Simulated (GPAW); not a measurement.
Consider Sc2C (P-3m1).

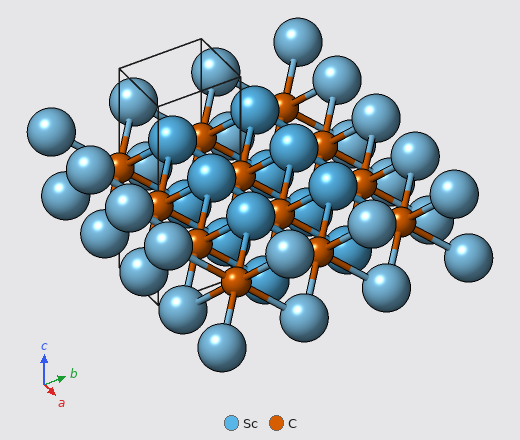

The structure (scandium blue, carbon orange). 3×2×1 cells are drawn. Some periodic images of atoms are drawn too.

```xyz
3
Lattice="3.3328 0.0000 0.0000 -1.6664 2.8863 0.0000 0.0000 0.0000 5.6499" Properties=species:S:1:pos:R:3 pbc="T T T"
Sc    0.0000    1.9242    1.5957
Sc    1.6664    0.9621    4.0541
C     0.0000    0.0000    2.8249
```

Absorber: atom 1, with 3 C at 2.28 Å (pyramidal, site symmetry 3m). Method: GPAW, LDA, excited-electron core hole (neutral cell), 9-atom cell with 5.7 Å between holes, 5×5×5 k points, dipole transitions, Gaussian full width 0.9 eV up to 4 eV, rising linearly to 3.5 eV at 25 eV.

**Question.** What does the Sc K edge look like?

Main maxima up to 30 eV above the zero (height): 0.4 eV (0.64), 13.3 eV (1.71) and 25.0 eV (1.53). A K edge sees empty p states. The weak features of the first eV are p character mixed into the empty d bands; the main 4p edge lies above them. The total-energy difference is 4493.24 eV. One term is added: -21.68 eV, since the hole is spin-paired here and a spin-polarised one costs that much less in the free atom (computed apart). The photon energy is then 4471.56 eV. The tabulated edge of the element is 4492 eV. The functional leaves an error in such absolute values: in the free atom LDA prices this hole 12.5 eV below PBE (computed apart), and PBE is itself good to a few eV.

The Sc K spectrum (energy from the lowest empty level; intensity scaled to a mean of 1 over the first 20 eV; polarised curves are means over the symmetry-equivalent atoms):

```tsv
E (eV)	isotropic	ε ⊥ c	ε ∥ c
-2.0	0.00	0.00	0.00
-0.5	0.11	0.14	0.04
1.0	0.42	0.44	0.38
2.5	0.19	0.20	0.17
4.0	0.35	0.36	0.33
5.5	0.55	0.44	0.76
7.0	0.65	0.48	1.01
8.5	1.04	1.05	1.01
10.0	1.18	1.22	1.11
11.5	1.28	1.37	1.10
13.0	1.69	1.69	1.71
14.5	1.59	1.74	1.29
16.0	1.42	1.49	1.27
17.5	1.37	1.33	1.44
19.0	1.32	1.20	1.57
20.5	1.25	1.11	1.53
22.0	1.29	1.19	1.50
23.5	1.46	1.48	1.42
25.0	1.53	1.67	1.24
26.5	1.49	1.63	1.21
28.0	1.43	1.50	1.28
29.5	1.40	1.44	1.30
31.0	1.41	1.48	1.26
```

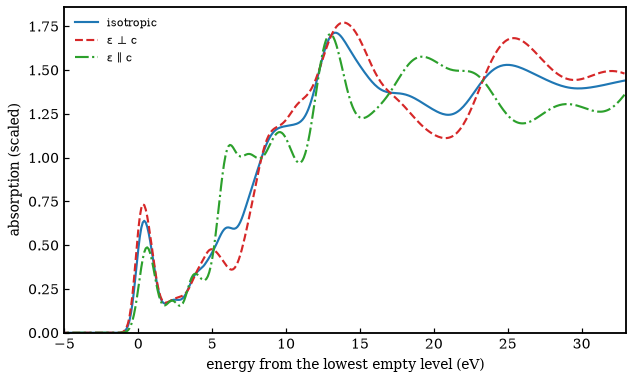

The Sc K edge.

Quadrupole 1s→3d transitions, which feed the pre-edge, are not in the dipole spectrum. The holes are only 5.7 Å apart, so the shape is probably not converged with cell size; no larger cell was run here. The mesh is coarse (0.25 Å⁻¹ between points), so small maxima may be mesh ripples. Lifetime broadening is put in by hand, and intensities beyond about 20 eV depend on it and on the partial waves. The structure is a computed Materials Project entry and may be a hypothetical form.

[Banner, clock and machine lines of the logs are left out without a mark of their own.]

[Logs are printed without paths, hosts, clocks, repeated set-up lines and the standing remarks that a program may print on its own settings, such as how far it seeks lower states.]

[Hosts, paths, dates, database ids (printed as entryN), source tags and the programs' standing remarks are cut or masked in the printed files.]

[Lists of maxima count a maximum above −3 eV only where it reaches 4 % of the highest in the window and stands out from its surroundings by 2 % of it (1.5 % where it reaches 55 %); shoulders and weaker maxima are passed over, and of the rest the first, up to two pre-edge ones and the few strongest are named.]
